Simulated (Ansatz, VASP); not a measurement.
# Ru (Ru(10-10)) in two plane-wave programs

Wanted: the spread between two codes on one cell, functional and k mesh.

Main program and level: Ansatz 0.2.0; plane waves, with VASP 6.6.1 beside it; single point at PBEsol.

## 1. Starting point

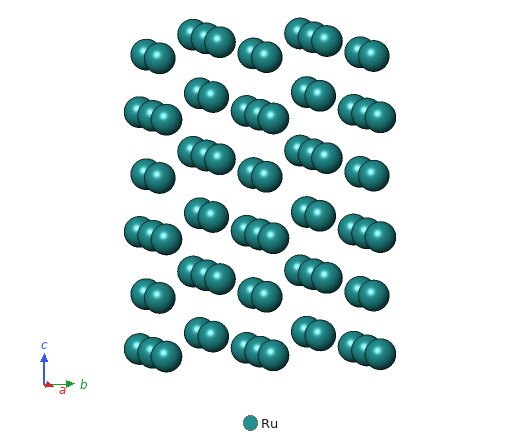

The starting structure, seen from the side, with the c axis up (ruthenium teal). 2×2×1 cells are drawn. Some periodic images of atoms are drawn too.

The cell holds 12 atoms: 12 Ru. Cell: a = 2.687 Å, b = 4.231 Å, c = 27.410 Å, α = 90.0°, β = 90.0°, γ = 90.0°. It derives from Ru. As first built, before any earlier steps moved the atoms: 12 layers of hcp Ru, cut at this functional's lattice. Vacuum lies along c.

## 2. Ansatz: single point, PBEsol

Ansatz runs on its default PAW (the set named soft_2) files.

With cell and atoms fixed, the geometry can't cause a difference; cores, projectors, grids and the points listed under the comparison can.

Input file input.yaml:

```yaml
crystal:
  lattice:
    - [2.6867522658, 0.0, 0.0]
    - [0.0, 4.2307981876, 0.0]
    - [0.0, 0.0, 27.4095771512]
  atoms:
    - { symbol: Ru, position: [0.0, 0.0, 0.2775725565] }
    - { symbol: Ru, position: [0.5, 0.0, 0.3580062724] }
    - { symbol: Ru, position: [0.5, 0.5, 0.3023681707] }
    - { symbol: Ru, position: [0.0, 0.0, 0.4436096307] }
    - { symbol: Ru, position: [0.0, 0.5, 0.3866001492] }
    - { symbol: Ru, position: [0.5, 0.0, 0.5280636997] }
    - { symbol: Ru, position: [0.5, 0.5, 0.4719363003] }
    - { symbol: Ru, position: [0.0, 0.0, 0.6133998508] }
    - { symbol: Ru, position: [0.0, 0.5, 0.5563903693] }
    - { symbol: Ru, position: [0.5, 0.0, 0.6976318293] }
    - { symbol: Ru, position: [0.5, 0.5, 0.6419937276] }
    - { symbol: Ru, position: [0.0, 0.5, 0.7224274435] }
hamiltonian:
  xc: pbesol
  pseudopotentials: { kind: paw }
kpoints:
  mp_grid: { grid: [11, 7, 1] }
scf:
  occupations: { method: methfessel_paxton, width: 0.15 }
  n_extra_bands: 7
efield:
  axis: 3
  dipole_correction: true
  ramp_width: 0.04
output:
  forces: true
  eigenvalues: true
```

On the command line:

```sh
$ ansatz run input.yaml --threads 4 --pin off --max-ram 9216MiB --backend cpu --events-out ev --progress --plain --runs-dir out
```

Numbers of over 12 decimals in the logs are rounded to 6 here.

Output:

```text
scf.n_extra_bands = 7 over 96 filled bands (N_el = 192.0): the run solves 103 bands
Engine: ansatz 0.2.0, aarch64-unknown-linux-gnu
Pseudopotentials: kind: paw
Pseudopotential: Ru, paw, valence charge 16, recommended cutoff 420 eV (normal), Ru.paw.azcp
Functional definition: PBEsol
  exchange = pbesol_x
  correlation = pbesol_c
Crystal: 12 atoms, lattice volume = 311.568 Å³
Basis set: ecut = 420 eV, 6149 PW (Γ), exchange–correlation on 36×60×384 points (8 copies of the dense FFT grid, shifted against one another)
Bands: 103, of which v1, the nominal top of the filled ones, is band 96 counted from 1 (95 counted from 0)
Symmetry: 4 space group operations
k-points: 24 of 77
Non-local potential: Ru, projectors of the file, l = 0: 3, l = 1: 2, l = 2: 2, l = 3: 1
PAW form: soft (Blöchl's): semilocal exchange-correlation on the pseudo side does not see the compensation charge
PAW frozen core: Ru, regenerated for the run's functional, and the local potential with it (the file was generated under x = pbe(κ = 0.804, μ = 0.219515), c = pbe(β = 0.066725))
PAW one-centre angular grid: Ru, 590 points (default); XC on 64 Gauss nodes
Initial density: superposition of atomic densities (neutral atoms: chi_scale 0, normalization atom), corrected by the library's trained network
Initial wavefunctions: pseudopotential atomic-orbital guess
Functional: x = pbesol(κ = 0.804, μ = 0.123457), c = pbesol(β = 0.046)
SCF iter   1: F=—  HF=-69793.264367 eV  |F-HF|=—  |Δ(HF+E_count)|=         —  Δρ=1.41e-2  dr2=6.83e0  ethr=1.77e-3  p=0.000 e·Å  D=1.66e-13 V/Å  ΔV_dip=-0.00 eV  dr2_dipole=3.52e-7  V_vac-E_F(+/−)=4.49/4.49 eV  ⟨swp⟩=6.9  Hψ=10982  notcnv=0
efield: sawtooth ramp at fractional position 0.9800 (placed from the atoms, in the widest stretch of the axis that holds none; the zero of the levels goes with the place), width 0.0400; the density the first Hamiltonian is built on has a dipole p = 0.000 e·Å; the dipole correction subtracts the counter field D = 1.66e-13 V/Å, which shifts the + side's vacuum level by -0.00 eV against the − side's; the planar-averaged density in the ramp window peaks in size at 2.4e-5 e/Å³
preconditioner: auto → LDOS  [metal: Δε(μ)=0.007 eV  Ē_g=3.891 eV  σ=0.150 eV  W_gap=0.04  n_scr=72 (ndim 8)  ℏωp=20.6 eV  f_vac=0.448  D(μ)=17.10/eV (n_scr^D=184)  β→1.0]
SCF iter   2: F=—  HF=-69793.182104 eV  |F-HF|=—  |Δ(HF+E_count)|=   8.23e-2  S|Δr|=    0.00e0  Δρ=7.63e-3  dr2=2.01e-1  ethr=1.77e-3  p=-0.000 e·Å  D=-2.57e-5 V/Å  ΔV_dip=0.00 eV  dr2_dipole=1.29e-4  V_vac-E_F(+/−)=4.80/4.80 eV  ⟨swp⟩=2.2  Hψ=3503  notcnv=0  defer=10
SCF iter   3: F=—  HF=-69793.153150 eV  |F-HF|=—  |Δ(HF+E_count)|=   2.90e-2  S|Δr|=    0.00e0  Δρ=3.43e-3  dr2=7.44e-2  ethr=1.05e-4  p=0.000 e·Å  D=1.65e-5 V/Å  ΔV_dip=-0.00 eV  dr2_dipole=1.98e-4  V_vac-E_F(+/−)=4.87/4.87 eV  ⟨swp⟩=2.9  Hψ=5296  notcnv=0  defer=10
SCF iter   4: F=—  HF=-69793.143186 eV  |F-HF|=—  |Δ(HF+E_count)|=   9.96e-3  S|Δr|=    0.00e0  Δρ=6.22e-4  dr2=2.43e-3  ethr=3.88e-5  p=-0.000 e·Å  D=-3.84e-5 V/Å  ΔV_dip=0.00 eV  dr2_dipole=1.11e-5  V_vac-E_F(+/−)=4.88/4.88 eV  ⟨swp⟩=2.5  Hψ=4185  notcnv=0  defer=10
SCF iter   5: F=—  HF=-69793.143041 eV  |F-HF|=—  |Δ(HF+E_count)|=   1.45e-4  S|Δr|=    0.00e0  Δρ=2.34e-4  dr2=2.60e-4  ethr=1.27e-6  p=-0.000 e·Å  D=-4.01e-6 V/Å  ΔV_dip=0.00 eV  dr2_dipole=7.31e-7  V_vac-E_F(+/−)=4.89/4.89 eV  ⟨swp⟩=2.8  Hψ=5235  notcnv=0  defer=10
SCF iter   6: F=—  HF=-69793.143140 eV  |F-HF|=—  |Δ(HF+E_count)|=   9.98e-5  S|Δr|=    0.00e0  Δρ=9.53e-5  dr2=5.03e-5  ethr=1.35e-7  p=-0.000 e·Å  D=-1.27e-5 V/Å  ΔV_dip=0.00 eV  dr2_dipole=5.55e-7  V_vac-E_F(+/−)=4.91/4.91 eV  ⟨swp⟩=2.3  Hψ=3722  notcnv=0  defer=10
SCF iter   7: F=—  HF=-69793.143619 eV  |F-HF|=—  |Δ(HF+E_count)|=   4.79e-4  S|Δr|=    0.00e0  Δρ=4.24e-5  dr2=9.01e-6  ethr=2.62e-8  p=0.000 e·Å  D=2.69e-8 V/Å  ΔV_dip=-0.00 eV  dr2_dipole=6.48e-11  V_vac-E_F(+/−)=4.91/4.91 eV  ⟨swp⟩=2.3  Hψ=3976  notcnv=0  defer=3
SCF iter   8: F=—  HF=-69793.143630 eV  |F-HF|=—  |Δ(HF+E_count)|=   1.04e-5  S|Δr|=    0.00e0  Δρ=1.85e-5  dr2=2.16e-6  ethr=4.69e-9  p=-0.000 e·Å  D=-3.07e-6 V/Å  ΔV_dip=0.00 eV  dr2_dipole=6.83e-8  V_vac-E_F(+/−)=4.92/4.92 eV  ⟨swp⟩=3.0  Hψ=4511  notcnv=0  defer=3
SCF iter   9: F=—  HF=-69793.143632 eV  |F-HF|=—  |Δ(HF+E_count)|=   2.44e-6  S|Δr|=    0.00e0  Δρ=6.20e-6  dr2=2.62e-7  ethr=1.12e-9  p=-0.000 e·Å  D=-5.93e-7 V/Å  ΔV_dip=0.00 eV  dr2_dipole=8.62e-11  V_vac-E_F(+/−)=4.92/4.92 eV  ⟨swp⟩=2.9  Hψ=4209  notcnv=0  defer=3
SCF iter  10: F=-69793.143632 eV  HF=-69793.143632 eV  |F-HF|=6.43e-8  |Δ(HF+E_count)|=   7.91e-8  S|Δr|=    0.00e0  Δρ=1.84e-6  dr2=1.79e-8  ethr=5.21e-11  p=-0.000 e·Å  D=-3.35e-7 V/Å  ΔV_dip=0.00 eV  dr2_dipole=8.43e-10  V_vac-E_F(+/−)=4.92/4.92 eV  ⟨swp⟩=7.8  Hψ=10614  notcnv=0
SCF 1 converged in 10 iterations: F = -69793.143632 eV  dr2 = 1.79e-8
  greatest PAW one-centre occupation: 0.999 electrons in one spin orbital (limit 2), on the Ru atom at site 11 (counted from 0), in its partial waves of l = 0
SCF converged after 10 iterations
Stability not checked: this state was not tested for a lower state beside it, because cold or Methfessel-Paxton smearing, or corrected tetrahedra, fill the levels in a way that the test cannot read (fill_not_monotonic; see scf.lower_state_search)
Free energy (F): -69793.143632 eV
Harris-Foulkes:  -69793.143632 eV  (|F-HF|=6.43e-8)
Internal energy: -69793.129774 eV  (E = F + TS)
E sigma→0 (E₀):  -69793.140168 eV
Entropy (-TS):   -0.013858 eV (-1.155 meV/atom)
Fermi energy:    9.950971 eV
Step filling:    the computed levels leave a gap of 0.0024 eV = 0.0 smearing widths at the electron count; against every level under it full and every level over it empty, smearing changes F+E_penalty+E_count by -8.811 meV and its σ→0 estimate by -5.347 meV
Dipole field:    D = 0.000031 V/Å  (p = 0.000053 e·Å, saw-weighted, corrected)
Work function:   Φ+ = 4.9194 eV   Φ− = 4.9203 eV
Levels:          The Fermi level and band energies are counted from a zero that moves with the ramp; work functions are not
--- Per-component energies (eV) ---
  E_band       = -3243.642905
  E_kinetic    = 6177.021165
  E_local      = -345799.479261  (includes V_loc(G=0)·N_el)
  E_nonlocal   = 4142.308609
  E_hartree    = 168885.893243
  E_xc         = -2273.002173
  E_vxc        = -2863.190882  (∫ρ·V_xc dr)
  E_paw        = -40795.315909  (= ΣΔE_a)
  E_vpaw       = -2672.141787  (= ΣTr[D̂ρ^β])
  E_aug_tail   = -0.002562  (compensation charges beyond the density's cutoff)
  E_efield     = 0.000000  (sawtooth field / dipole correction)
  E_vefield    = 0.000000  (∫n·V_field dr)
  E_ewald      = 139866.407561
  E_core_change = 3.039552  (= ΣΔE_core)
  E_smearing   = -0.013858  (= −TS)
  E_closure    = 0.000000  (closes the sum)
  Σ components = -69793.143632   (vs F -69793.143632, Δ=0.00e0)
--- Forces (eV/Å), atoms counted from 1 ---
  atom   1  Ru     0.00000000     0.00000000    -0.15330859
  atom   2  Ru     0.00000000     0.00000000     0.04373446
  atom   3  Ru     0.00000000     0.00000000    -0.05391880
  atom   4  Ru     0.00000000     0.00000000     0.00639822
  atom   5  Ru     0.00000000     0.00000000    -0.00276205
  atom   6  Ru     0.00000000     0.00000000     0.02102792
  atom   7  Ru     0.00000000     0.00000000    -0.02102743
  atom   8  Ru     0.00000000     0.00000000     0.00276155
  atom   9  Ru     0.00000000     0.00000000    -0.00639886
  atom  10  Ru     0.00000000     0.00000000     0.05391298
  atom  11  Ru     0.00000000     0.00000000    -0.04373720
  atom  12  Ru     0.00000000     0.00000000     0.15331003
  max |Σ_I F_I| component: 7.77e-6 eV/Å
--- Band table (eV; the first three rows and the last of 24) ---
  k-point 0: bands = [... 92 lower, 8.6882, 8.7614, 8.9124, 8.9151, 8.9997, 9.1248, 9.3240, 9.8637, ... 3 higher]
  k-point 1: bands = [... 92 lower, 8.9713, 9.0619, 9.0810, 9.1172, 9.3970, 9.7439, 9.7829, 9.8327, ... 3 higher]
  k-point 2: bands = [... 92 lower, 9.3881, 9.4482, 9.5753, 9.7053, 9.7948, 9.8499, 9.8981, 9.9009, ... 3 higher]
  k-point 23: bands = [... 92 lower, 10.0818, 10.2148, 10.4120, 10.6517, 10.8182, 11.0809, 11.2775, 11.3078, ... 3 higher]
```

Run time: 60 s. Hardware: 4 threads of Arm Neoverse N1, shared host; peak memory 1.2 GiB; 3.9 min of CPU time.

(Part 1 of 2 ends here.)

[Lines on the potential files, build, host, timing and source positions are cut from VASP's logs without a mark.]

[Logs are printed without paths, hosts, clocks, repeated set-up lines and the standing remarks that a program may print on its own settings, such as how far it seeks lower states.]

[Hosts, paths, dates, database ids (printed as entryN), source tags and the programs' standing remarks are cut or masked in the printed files.]
